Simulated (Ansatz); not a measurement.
# Ag3Sb (model cell, started as anti-ReO3 type): from the cell to its phonons, part 2 of 2

Aim: the vibrations of Ag3Sb (model cell, started as anti-ReO3 type), their spectra, and whether the structure is stable.

Ansatz 0.2.0; DFT r2SCAN, scalar-relativistic, plane waves, PAW.

So far. Step 3 (Relaxation, k-mesh 6×6×6): Little changed from the start: no atom moved by 0.005 Å and no cell edge by 0.1 %. The relaxed cell has a = 5.280 Å (conventional setting).

The structure was built from a prototype and need not be the compound's stable phase.

In doubt: the program warns that the response may not be converged on this k-mesh (step 5), which bears on the force constants and all frequencies.

**4. Tight relaxation**

Phonons need a cell at rest on their own settings, so the relaxation is repeated with tight tolerances on forces and stress on the k mesh and occupations of the first response run.

input.yaml reads:

```yaml
crystal:
  lattice:
    - [5.2795688483, 0.0, 0.0]
    - [0.0, 5.2795688483, 0.0]
    - [0.0, 0.0, 5.2795688483]
  atoms:
    - { symbol: Sb, position: [0.0, 0.0, 0.0] }
    - { symbol: Ag, position: [0.5, 0.0, 0.0] }
    - { symbol: Ag, position: [0.0, 0.5, 0.0] }
    - { symbol: Ag, position: [0.0, 0.0, 0.5] }
kpoints:
  mp_grid: { grid: [6, 6, 6] }
hamiltonian:
  xc: r2scan
scf:
  occupations: { method: fixed }
output:
  forces: true
  stress: true
  eigenvalues: true
relax:
  adjacent_minimum: "off"
  f_tol: 0.001
  max_steps: 60
  cell: { stress_tol: 0.01 }
```

Run with:

```sh
$ ansatz run input.yaml --threads 4 --pin off --max-ram 7168MiB --backend cpu --events-out ev --progress --plain --runs-dir out
```

Numbers of over 12 decimals in the logs are rounded to 6 here.

What it wrote:

```text
[...]
Crystal: 4 atoms, lattice volume = 147.162 Å³
Basis set: ecut = 500 eV, 3743 PW (Γ), exchange–correlation on 160×160×160 points (64 copies of the dense FFT grid, shifted against one another)
Bands: 44, of which v1, the nominal top of the filled ones, is band 36 counted from 1 (35 counted from 0)
Symmetry: 48 space group operations
[...]
k-points: 20 of 216
[...]
k-point 19: bands = [... 32 lower, 2.0946, 4.5283, 4.5283, 4.5283, 7.4658, 7.4658, 7.4658, 10.9172, ... 4 higher]
--- Relaxed structure (2 steps of the walk, 2 accepted, 1 SCFs on fresh bases) ---
[...]
cell:  # Å, volume = 147.2214 Å³
    - [5.280280, 0, 0]
    - [0, 5.280280, 0]
    - [0, 0, 5.280280]
  atoms:
    - { symbol: Sb, position: [0, 0, 0] }
    - { symbol: Ag, position: [0.5, 0, 0] }
    - { symbol: Ag, position: [0, 0.5, 0] }
    - { symbol: Ag, position: [0, 0, 0.5] }
[key lines of the parts left out:]
SCF converged after 6 iterations
Free energy (F): -29309.214249 eV
Fermi energy:    5.384173 eV
P = ⅓ Tr σ = -0.0022 GPa (-0.022 kbar)
```

Wall time 11 s (4 threads of Arm Neoverse V2, shared host); peak memory 0.78 GiB; 43 s of CPU time.

Little changed from the start: no atom moved by 0.005 Å and no cell edge by 0.1 %.

Numbers from this step:

```
pressure           : -0.002208 GPa
gap on the k-mesh  : 1.709 eV
volume per atom    : 36.81 Å³
direct gap on mesh : 1.709 eV
```

The forces vanish by symmetry and the pressure is -0.002 GPa, within the tolerances set. The cell now holds 36.81 Å³/atom.

**5. Linear response at the zone centre**

The zone centre is the only wavevector solved here; it holds the modes that light can see, as far as symmetry allows. The response to a homogeneous field gives the Born charges and the dielectric tensor.

input.yaml reads:

```yaml
crystal:
  lattice:
    - [5.2802799555, 0.0, 0.0]
    - [0.0, 5.2802799555, 0.0]
    - [0.0, 0.0, 5.2802799555]
  atoms:
    - { symbol: Sb, position: [0.0, 0.0, 0.0] }
    - { symbol: Ag, position: [0.5, 0.0, 0.0] }
    - { symbol: Ag, position: [0.0, 0.5, 0.0] }
    - { symbol: Ag, position: [0.0, 0.0, 0.5] }
kpoints:
  mp_grid: { grid: [6, 6, 6] }
hamiltonian:
  xc: r2scan
scf:
  occupations: { method: fixed }
output:
  eigenvalues: true
phonons:
  method: dfpt
  dielectric: true
  rigid_motions: translations
```

What it wrote:

```text
[...]
Crystal: 4 atoms, lattice volume = 147.221 Å³
Basis set: ecut = 500 eV, 3743 PW (Γ), exchange–correlation on 200×200×200 points (125 copies of the dense FFT grid, shifted against one another)
Bands: 44, of which v1, the nominal top of the filled ones, is band 36 counted from 1 (35 counted from 0)
Symmetry: 48 space group operations
k-points: 80 of 216 (irreducible under 2 space group operations, time reversal used)
[...]
SCF iter   1: F=—  HF=-29309.223874 eV  |F-HF|=—  |Δ(HF+E_count)|=         —  Δρ=6.42e-3  dr2=6.82e-2  dr2_τ=1.29e-2  ethr=1.77e-3  ⟨swp⟩=5.1  Hψ=12119  notcnv=0  defer=453
[...]
SCF iter  10: F=-29309.214249 eV  HF=-29309.214249 eV  |F-HF|=1.71e-10  |Δ(HF+E_count)|=   8.80e-9  Δρ=1.92e-7  dr2=6.25e-11  dr2_τ=1.63e-12  ethr=1.00e-12  ⟨swp⟩=14.2  Hψ=24716  notcnv=0
SCF 1 converged in 10 iterations: F = -29309.214249 eV  dr2 = 6.25e-11
[...]
DFPT response loops at Γ: preconditioner auto → none (the input reference at scf.mixing.eps_inf says where Resta's filter doesn't serve); β = 0.50; Broyden in place of MSR1
── the response to a field inside a basis, on 10×10×10 k-points: an SCF that follows is theirs, and a resumed run solves both again ──
Bands: 37, of which v1, the nominal top of the filled ones, is band 36 counted from 1 (35 counted from 0)
k-points: 35 of 1000
[...]
Eigensolver: Dense (35 Hₖ)
SCF iter   1: F=—  HF=-29309.164980 eV  |F-HF|=—  |Δ(HF+E_count)|=         —  Δρ=1.65e-4  dr2=5.12e-5  dr2_τ=6.62e-6  ethr=1.00e-1
[...]
SCF iter   5: F=-29309.164977 eV  HF=-29309.164976 eV  |F-HF|=6.36e-8  |Δ(HF+E_count)|=   2.07e-7  Δρ=3.29e-6  dr2=3.19e-8  dr2_τ=6.67e-10  ethr=4.25e-10
SCF 1 converged in 5 iterations: F = -29309.164977 eV  dr2 = 3.19e-8
[...]
WARN: field response: ε∞ stands inside a basis, on 10×10×10 points; the force constants stand on the 6×6×6 k-mesh, whose period is 10.22 times the interband length at k = (0.0000, -0.5000, -0.5000), direct gap 1.709 eV, under 14: take them and everything formed from them as unconverged, and compare with a denser kpoints.mp_grid
SCF converged after 10 iterations
Free energy (F): -29309.214249 eV
[...]
Internal energy: -29309.214249 eV  (E = F + TS)
E sigma→0 (E₀):  -29309.214249 eV
Fermi energy:    5.384172 eV
[...]
--- Band table (eV; the first three rows and the last of 80) ---
  k-point 0: bands = [... 32 lower, 2.1741, 3.8719, 3.8719, 3.8719, 7.2460, 7.5086, 7.5086, 11.7633, ... 4 higher]
  k-point 1: bands = [... 32 lower, 2.1503, 3.5260, 4.0894, 4.0894, 7.3346, 7.5648, 8.4199, 11.2854, ... 4 higher]
  k-point 2: bands = [... 32 lower, 2.1085, 3.1616, 4.4927, 4.4927, 7.3215, 7.6953, 9.9450, 10.8390, ... 4 higher]
  k-point 79: bands = [... 32 lower, 2.0946, 4.5283, 4.5283, 4.5283, 7.4658, 7.4658, 7.4658, 10.9171, ... 4 higher]
--- Phonons (Γ-DFPT): 3 representative perturbations + reference, on 80 of 216 k-points (Σ response iterations 21) ---
  k mesh reduced under 2 symmetry operations, with k and −k counted as one. Each operation leaves every solved perturbation unchanged. A smaller set is not considered because the functional reads the kinetic-energy density
  ASR residual: 3.461e-4 → 0.000e0 eV/Å²; symmetrization residual: 8.238e-5 eV/Å²
  ASR residual per site (eV/Å²): 2.07e-4 3.46e-4 3.46e-4 3.46e-4
  Γ frequencies (cm⁻¹): -54.92 -54.92 -54.92 -38.89 -38.89 -38.89 0.00 0.00 0.00 218.27 218.27 218.27
  ε∞ (high-frequency dielectric tensor):
        6.520468     0.000000     0.000000
        0.000000     6.520468     0.000000
        0.000000     0.000000     6.520468
  softest optical mode at Γ: -54.92 cm⁻¹; the repairs (sum rule, projections) moved no ω² at Γ by more than (1.83 cm⁻¹)²
  Born effective charges Z* (e; rows j = field, columns β = displacement):
    site 0:
        -1.35643   -0.00000    0.00000
         0.00000   -1.35643    0.00000
         0.00000    0.00000   -1.35643
    site 1:
         1.29386    0.00000    0.00000
         0.00000    0.03129    0.00000
         0.00000   -0.00000    0.03129
    site 2:
         0.03129   -0.00000    0.00000
        -0.00000    1.29386    0.00000
         0.00000   -0.00000    0.03129
    site 3:
         0.03129    0.00000    0.00000
        -0.00000    0.03129   -0.00000
         0.00000    0.00000    1.29386
  Z* charge neutrality: 1.266e-2 e pre-enforcement
  solved inside a basis spanned on kpoints, on 10×10×10 k-points, its susceptibility summed on 12×12×12: ε∞ is read to err by 3.6e-2, Z* by 3.0e-2 e (field_mesh: kpoints solves on kpoints); Z* is corrected for what the basis lacks
  optical modes at Γ without the LO–TO term, one row a degenerate level:
      ω (cm⁻¹)  modes    IR ((D/Å)²/amu)
        -54.92      3             0.0071
        -38.89      3             0.0000
        218.27      3             2.1142
  optical modes at Γ + LO–TO along q̂ = [1.0000, 0.0000, 0.0000]:
      ω (cm⁻¹)  modes    IR ((D/Å)²/amu)
        -54.92      2             0.0047
        -54.87      1             0.0022
        -38.89      3             0.0000
        218.27      2             1.4094
        221.82      1             0.7049
  optical modes at Γ + LO–TO along q̂ = [0.0000, 1.0000, 0.0000]:
      ω (cm⁻¹)  modes    IR ((D/Å)²/amu)
        -54.92      2             0.0047
        -54.87      1             0.0022
        -38.89      3             0.0000
        218.27      2             1.4094
        221.82      1             0.7049
  optical modes at Γ + LO–TO along q̂ = [0.0000, 0.0000, 1.0000]:
      ω (cm⁻¹)  modes    IR ((D/Å)²/amu)
        -54.92      2             0.0047
        -54.87      1             0.0022
        -38.89      3             0.0000
        218.27      2             1.4094
        221.82      1             0.7049
```

The job ended after 4.2 min (4 threads; peak memory 4 GiB).

Numbers from this step:

```
sum-rule residual before enforcement                    : 3.46e-4 eV/Å²
miss of the charge sum rule                             : 0.01266 e
estimated error of the dielectric tensor                : 0.03590
estimated error of the Born charges                     : 0.02975 e
point group                                             : m-3m
highest optical mode at the zone centre (no LO-TO term) : 218.3 cm⁻¹
lowest optical zone-centre mode                         : -54.92 cm⁻¹
mean high-frequency dielectric constant                 : 6.521
largest Born charge (third of the trace)                : -1.356 e
top of the zone-centre spectrum with the field          : 221.8 cm⁻¹
```

Without the LO-TO term. Patterns of degenerate modes are one choice out of their space. The modes at Γ (shares of kinetic energy by element, %) (negative means imaginary):

```tsv
mode	frequency (cm⁻¹)	symmetry	Sb %	Ag %
1	-54.9	T1u	27	73
2	-54.9	T1u	27	73
3	-54.9	T1u	27	73
4	-38.9	T2u	0	100
5	-38.9	T2u	0	100
6	-38.9	T2u	0	100
7	0.0	acoustic	27	73
8	0.0	acoustic	27	73
9	0.0	acoustic	27	73
10	218.3	T1u	45	55
11	218.3	T1u	45	55
12	218.3	T1u	45	55
```

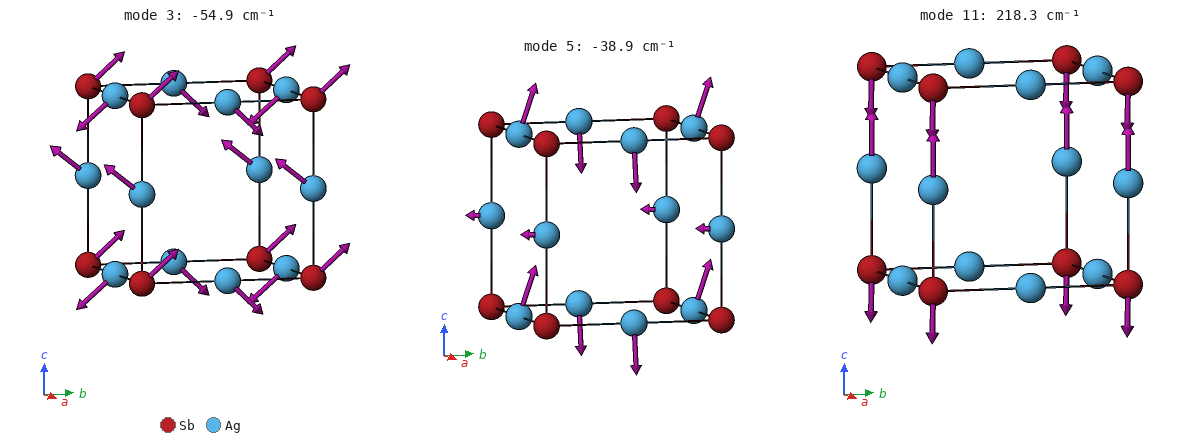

Displacement patterns of modes 3, 5 and 11 at Γ; arrows are exaggerated. Some periodic images of atoms are drawn too.

Optical modes at the zone centre, without and with the macroscopic field of the longitudinal modes; each column is sorted by frequency, so a row need not hold one and the same mode. Modes with and without the field, by row:

```tsv
rank among optical modes	no field (cm⁻¹)	q along (1, 0, 0) (cm⁻¹)
1	-54.9	-54.9
2	-54.9	-54.9
3	-54.9	-54.9
4	-38.9	-38.9
5	-38.9	-38.9
6	-38.9	-38.9
7	218.3	218.3
8	218.3	218.3
9	218.3	221.8
```

Born charge (rows field, columns displacement) (e), principal values of the symmetric part by kind of site:

```tsv
atom	atoms with these values	low	middle	high	mean
Sb1	1	-1.36	-1.36	-1.36	-1.36
Ag2	3	0.03	0.03	1.29	0.45
```

In full for Sb1:

```
-1.36  0.00  0.00
 0.00 -1.36  0.00
 0.00  0.00 -1.36
```

High-frequency dielectric tensor:

```
6.52 0.00 0.00
0.00 6.52 0.00
0.00 0.00 6.52
```

Transverse modes; imaginary modes are left out. Infrared lines, with heights relative to the strongest:

```tsv
position (cm⁻¹)	label	relative intensity
218	T1u	100
```

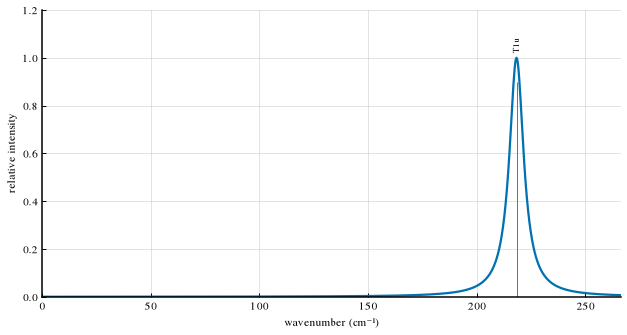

The infrared spectrum, broadened with Lorentzians of width 8 cm⁻¹; bars mark the lines.

Before it was imposed, the acoustic sum rule was missed by 3.5e-4 eV/Å² and the charge sum rule by 0.013 e. Small misses are needed for a sound result but don't prove that mesh and cutoff are converged. The lowest optical mode is imaginary, 54.9i cm⁻¹, so the energy falls along it.

The log warns of the k mesh: “the force constants stand on the 6×6×6 k-mesh, whose period is 10.22 times the interband length at k = (0.0000, -0.5000, -0.5000), direct gap 1.709 eV, under 14: take them and everything formed from them as unconverged”.

**6. Another isotope, element Ag, natural mass 107.868 amu**

An isotope changes the mass and not the force constants, so no new electronic calculation is needed; the shifts show which modes move this element.

The same force constants with the mass of Ag changed from 107.868 to 108.905 u (phonopy, no LO-TO term). Both lists are sorted by frequency; levels can cross, so a row need not hold one and the same mode. Modes under 3 cm⁻¹ are left out. Isotope shifts, by row:

```tsv
q	rank	natural mass (cm⁻¹)	changed mass (cm⁻¹)
0 0 0	1	-54.92	-54.73
0 0 0	2	-54.92	-54.73
0 0 0	3	-54.92	-54.73
0 0 0	4	-38.89	-38.7
0 0 0	5	-38.89	-38.7
0 0 0	6	-38.89	-38.7
0 0 0	10	218.3	217.7
0 0 0	11	218.3	217.7
0 0 0	12	218.3	217.7
```

A mode of this element alone would shift by -0.48 %. The highest zone-centre frequency without the field goes from 218.3 to 217.7 cm⁻¹ (-0.3 %).

**7. Another isotope, element Sb, natural mass 121.76 amu**

The same for Sb, from 121.76 to 122.90 u.

The same force constants with the mass of Sb changed from 121.760 to 122.904 u (phonopy, no LO-TO term). Both lists are sorted by frequency; levels can cross, so a row need not hold one and the same mode. Modes under 3 cm⁻¹ are left out. Isotope shifts, by row:

```tsv
q	rank	natural mass (cm⁻¹)	changed mass (cm⁻¹)
0 0 0	1	-54.92	-54.85
0 0 0	2	-54.92	-54.85
0 0 0	3	-54.92	-54.85
0 0 0	4	-38.89	-38.89
0 0 0	5	-38.89	-38.89
0 0 0	6	-38.89	-38.89
0 0 0	10	218.3	217.8
0 0 0	11	218.3	217.8
0 0 0	12	218.3	217.8
```

A mode of this element alone would shift by -0.47 %. The highest zone-centre frequency without the field goes from 218.3 to 217.8 cm⁻¹ (-0.2 %).

**8. What came out**

```json
{
 "space group after relaxation (within 0.01 Å)": "Pm-3m",
 "volume per atom": "36.8 Å³",
 "gap on the k-mesh": "1.71 eV",
 "highest optical mode at the zone centre (no LO-TO term)": "218 cm⁻¹",
 "top of the zone-centre spectrum with the field": "222 cm⁻¹",
 "lowest optical zone-centre mode": "-54.9 cm⁻¹",
 "mean high-frequency dielectric constant": "6.52",
 "largest Born charge (third of the trace)": "-1.36 e",
 "imaginary modes at Γ (the only wavevector solved)": "yes"
}
```

A zone-centre mode is imaginary (54.9i cm⁻¹), so this structure is not a minimum of the energy. Without the field, the optical modes at Γ span -55 to 218 cm⁻¹ (negative means imaginary). No dispersion was computed. With the macroscopic field of the longitudinal modes the top of the zone-centre spectrum lies at 222 cm⁻¹, against 218 cm⁻¹ without it. Among the real modes, the strongest infrared line is at 218 cm⁻¹. With the field response the log warns that the k mesh is coarse for the force constants too, so the frequencies may not be converged. Spin-orbit coupling is left out, which can matter for the heavy elements here. The starting cell was built on a prototype and not taken from a measurement, so the phase need not exist. These are harmonic frequencies at zero temperature: anharmonic shifts, linewidths and thermal expansion are left out.

[Logs are printed without paths, hosts, clocks, repeated set-up lines and the standing remarks that a program may print on its own settings, such as how far it seeks lower states.]

[Hosts, paths, dates, database ids (printed as entryN), source tags and the programs' standing remarks are cut or masked in the printed files.]
